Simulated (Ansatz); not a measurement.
A series of calculations on SiH₄Cl

### Relaxation

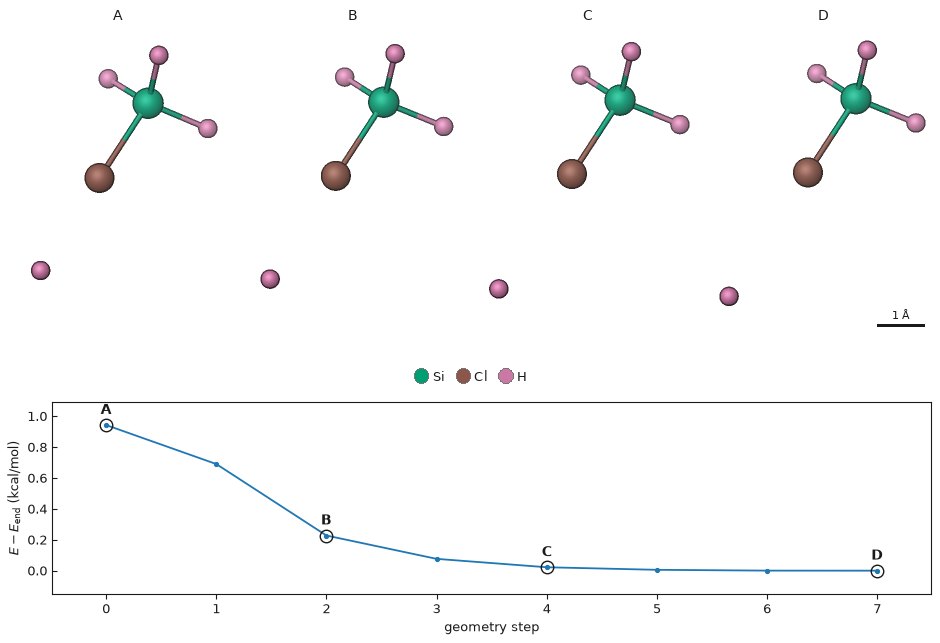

Frames of a relaxation of SiH4Cl (multiplicity 2), marked on the history of the run. A ball-and-stick model, seen from a free direction.

The run prepares an end point of a later path (reaction) calculation, from a guessed geometry.

Method: Ansatz 0.2.0, UKS B3LYP/cc-pVDZ. Settings: collinear spin; force threshold 0.03 eV/Å; at most 50 steps.

What happens along the run?

Answer. The energy falls by 0.94 kcal/mol in 7 geometry steps. Largest force component: 0.38 eV/Å at the start, 0.017 eV/Å at the end. The largest move after the best rigid fit is that of an H atom, 0.72 Å. Largest moves by element: H 0.72 Å, Cl 0.15 Å, Si 0.13 Å. Some distances before and after: Cl–Si 2.123 → 2.100 Å. From step 0 to 2: an H atom moves most (0.24 Å), energy −0.72 kcal/mol. From step 2 to 4: an H atom moves most (0.27 Å), energy −0.21 kcal/mol. From step 4 to 7: an H atom moves most (0.21 Å), energy −0.02 kcal/mol.

```csv
step,"E − E(0), kcal/mol","largest force component, eV/Å"
0,0.00,0.3849
1,-0.25,0.2368
2,-0.72,0.1026
3,-0.87,0.0994
4,-0.92,0.0096
5,-0.94,0.0077
6,-0.94,0.0035
7,-0.94,0.0165
```

Limits of the set-up: the start holds two separate molecules, 2.6 Å apart at their closest, whose relative position is a soft coordinate and is computed without a dispersion correction.

### Relaxation

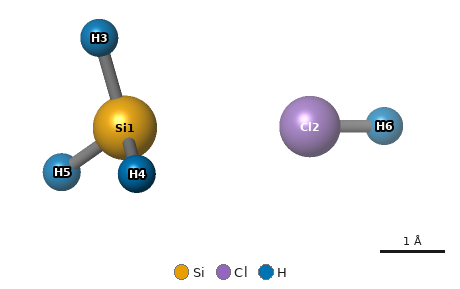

SiH4Cl (multiplicity 2), before the relaxation. A ball-and-stick model, seen from a free direction.

The run prepares an end point of a later path (reaction) calculation, from a guessed geometry.

Theory: Ansatz, UKS B3LYP/cc-pVDZ.

Input
```yaml
crystal:
  periodic: [false, false, false]
  atoms:
    - { symbol: Si, position_ang: [0.000391, 0.0, -0.274833] }
    - { symbol: Cl, position_ang: [-0.000152, 0.0, 3.06074] }
    - { symbol: H, position_ang: [1.425549, 0.0, -0.737734] }
    - { symbol: H, position_ang: [-0.712251, 1.234026, -0.738151] }
    - { symbol: H, position_ang: [-0.712251, -1.234026, -0.738151] }
    - { symbol: H, position_ang: [0.000114, 0.0, 4.399529] }
magnetization:
  spin_polarized: true
  initial_magnetization: 1
basis:
  gaussian: { orbitals: cc-pVDZ }
hamiltonian:
  xc: b3lyp
relax:
  f_tol: 0.03
  max_steps: 50
```

Launched with:
```bash
ansatz run input.yaml --threads 1 --pin off --max-ram 2048MiB --backend cpu --events-out ev --progress --plain --runs-dir out
```

Where does the relaxation end?

Answer. The atom that moves furthest after the best rigid fit is Cl2 (0.57 Å). Largest moves by element: Cl 0.57 Å, H 0.53 Å, Si 0.28 Å. Some distances before and after: Cl2–H6 1.339 → 1.297 Å. Over 6 geometry steps the energy falls by 6.49 kJ/mol. The largest force component goes from 1.1 to 0.0094 eV/Å. Cost: 12 s on 1 thread of Intel(R) Xeon(R) Platinum 8488C (Sapphire Rapids), with other jobs on the host, peak memory 0.15 GiB.

The structure at the end:

```xyz
6

Si    0.0003    0.0000   -0.5501
Cl    0.0001    0.0000    3.6285
H     1.4254    0.0000   -1.0106
H    -0.7121    1.2341   -1.0111
H    -0.7121   -1.2341   -1.0111
H    -0.0001    0.0000    4.9258
```

The end point in the same view:

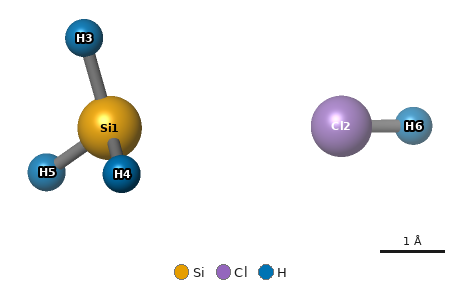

Limits of the set-up: the start holds two separate molecules, 3.3 Å apart at their closest, whose relative position is a soft coordinate and is computed without a dispersion correction.

### Path

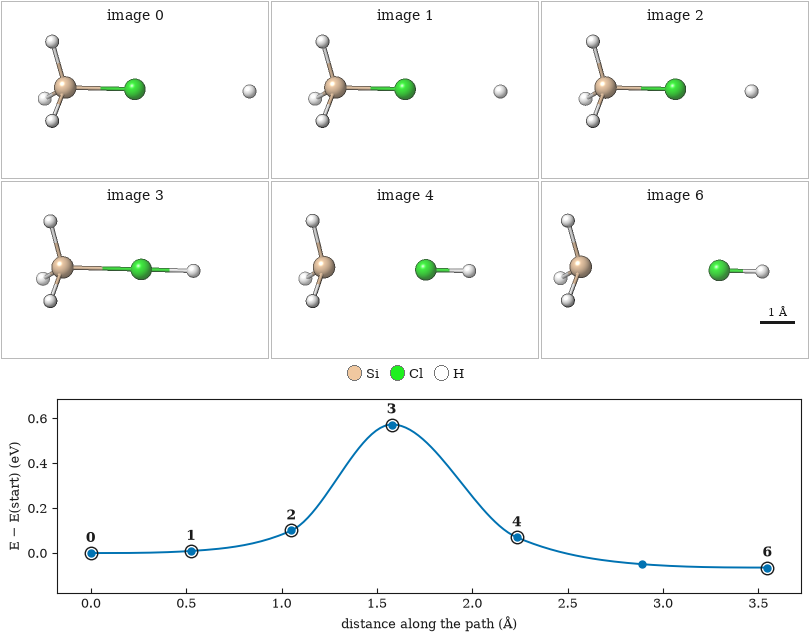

NEB run on SiH4Cl (multiplicity 2), made up at the start of SiH3Cl and H. Images are numbered from 0 (start) to 6 (end). The picture is a ball-and-stick view, seen from a free direction.

Computed with Ansatz, UKS B3LYP/cc-pVDZ. Set-up: 5 movable images; climbing image; force threshold 0.03 eV/Å; iteration limit 60; starting path through a guess of the saddle point.

**What happens along the path, and what is the barrier?**

The energy climbs by 0.57 eV to image 3 and then falls by 0.64 eV, so the end point sits at −0.06 eV. Breaking: Cl–Si (2.10 → 4.18 Å). Forming: Cl–H (3.45 → 1.30 Å). The band is converged.

Limits of the set-up: the start holds two separate molecules, 3.4 Å apart at their closest, whose relative position is a soft coordinate and is computed without a dispersion correction.

Cost: 94 s on 1 thread of Intel(R) Xeon(R) Platinum 8488C (Sapphire Rapids), on a shared host, peak memory 0.15 GiB.
